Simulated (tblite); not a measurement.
# Frequency calculation, with input and output: C$_{5}$H$_{7}$F$_{3}$Si

- system: C$_{5}$H$_{7}$F$_{3}$Si, SMILES FC(F)=C(F)[C@@H]1CC[SiH2]1
- method: GFN2-xTB harmonic vibrations, gas phase (tblite 0.8.0)

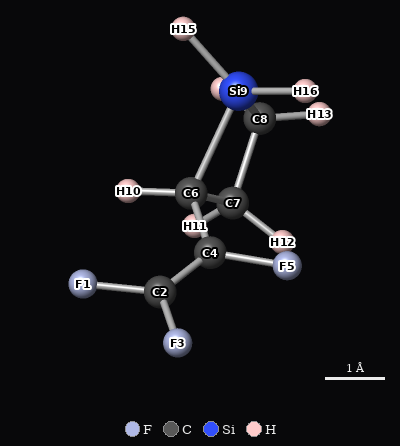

Figure 1. The structure as given in the input (ball-and-stick view, seen at an oblique angle; atoms are numbered from 1 in the order of the input).

**Input**
```
{"job": {"kind": "ir", "xc": "GFN2-xTB", "basis": "xTB"}, "charge": 0, "multiplicity": 1}
F      3.004085     1.096601     0.716168
C      2.694753    -0.083365     0.173559
F      3.798081    -0.779281    -0.089989
C      1.444163    -0.460589    -0.068716
F      1.252842    -1.681070    -0.621677
C      0.229611     0.336691     0.153732
C     -0.913790    -0.395078     0.895174
C     -2.110569    -0.001793     0.006189
Si    -0.941790     0.616411    -1.371259
H      0.511927     1.261623     0.653691
H     -1.014335    -0.086501     1.934641
H     -0.751847    -1.471380     0.872057
H     -2.780868    -0.827776    -0.216771
H     -2.708602     0.785389     0.461596
H     -1.029891     2.007251    -1.807039
H     -0.691368    -0.308188    -2.471335
```

The first line tells a small driver script what to run in tblite; the rest is the geometry in Å.

Launched with:
```bash
OMP_NUM_THREADS=1 python <driver script> task.json out
```

**Log**
```
mode    cm-1     km/mol
  1      40.8      0.13
  2      63.7      0.08
  3     103.4      0.18
  4     145.8      1.72
  5     190.9      5.62
  6     240.5      4.34
  7     313.4      5.44
  8     403.7     10.11
  9     422.6     22.04
 10     433.0      0.96
 11     458.5      5.04
 12     493.5     18.44
 13     534.7     15.97
 14     550.5     13.28
 15     623.8    196.86
 16     668.4     57.23
 17     710.3     36.92
 18     745.8     98.66
 19     760.7    219.77
 20     839.3     37.76
 21     896.6     15.56
 22     978.5     58.41
 23    1031.0     39.38
 24    1045.9    188.60
 25    1058.9     11.87
 26    1146.2     77.06
 27    1176.3     22.26
 28    1187.6    217.37
 29    1216.6     11.40
 30    1237.9     58.67
 31    1273.1     24.00
 32    1308.0     62.33
 33    1464.1      2.97
 34    1487.8      1.30
 35    1769.7     40.91
 36    2293.3    349.05
 37    2311.4    242.19
 38    2991.7     13.71
 39    3001.3      0.56
 40    3009.8     54.77
 41    3016.7     30.57
 42    3025.3     29.16
```

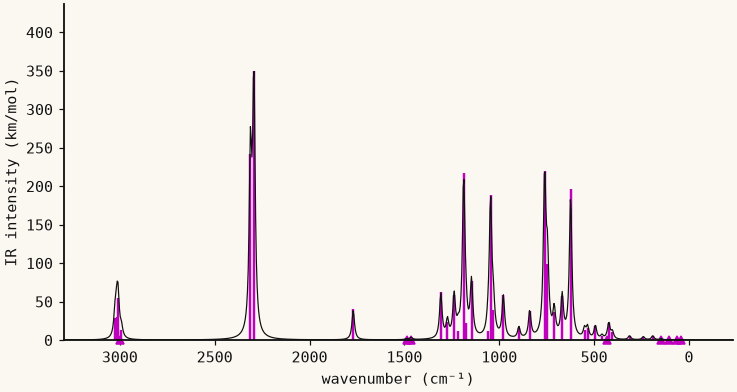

Figure 2. Harmonic infrared spectrum, unscaled: sticks (degenerate modes added up, dark ones marked on the axis) with a Lorentzian envelope of 16 cm⁻¹ full width, scaled to the tallest stick. 42 modes from 41 to 3025 cm⁻¹, none imaginary. The strongest line is at 2293 cm⁻¹ (349 km/mol).

**Key numbers**

| quantity | value |
| --- | --- |
| outcome | converged |
| total energy | −820.4531 eV |
| zero-point energy | 66.7200 kcal/mol |
| hardware | 1 CPU thread, shared host |
| wall time | 0.99 s |
| peak memory | 0.18 GiB |
